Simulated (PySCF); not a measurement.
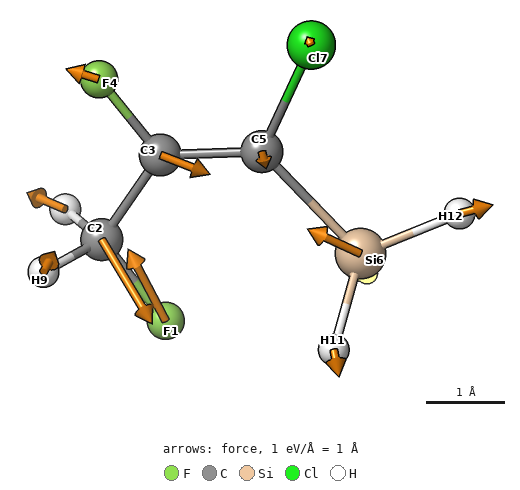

Starting geometry of C3H5ClF2Si with the computed forces as orange arrows. The picture is a ball-and-stick view, seen at a tilt.

The start comes from GFN2-xTB. Its atoms were then displaced at random by about 0.01 Å.

Level of theory: PySCF, PBE0-D3(BJ)/def2-SVP geometry optimisation, gas phase. 

Q: Is this structure relaxed? If not, where do the atoms go?

A: It isn't relaxed: the largest force vector, on a C atom, is 1.38 eV/Å. The final displacements follow the starting forces only in part (cosine between the two patterns 0.31). The energy falls by 7.97 kJ/mol in 6 geometry steps. The largest move after the best rigid fit is that of an H atom, 0.12 Å. By element the largest moves are H 0.12 Å, F 0.06 Å, Cl 0.04 Å, C 0.02 Å. Si stays in place. Near-neighbour distances that change, for instance: C–F 1.400 → 1.365 Å, H–Si 1.458 → 1.490 Å, C–H 1.083 → 1.105 Å, C–H 1.116 → 1.104 Å. Bond angles that change, for instance: H–C–H 111.0° → 107.9°, C–Si–H 108.4° → 111.4°, C–Si–H 108.6° → 111.4°.
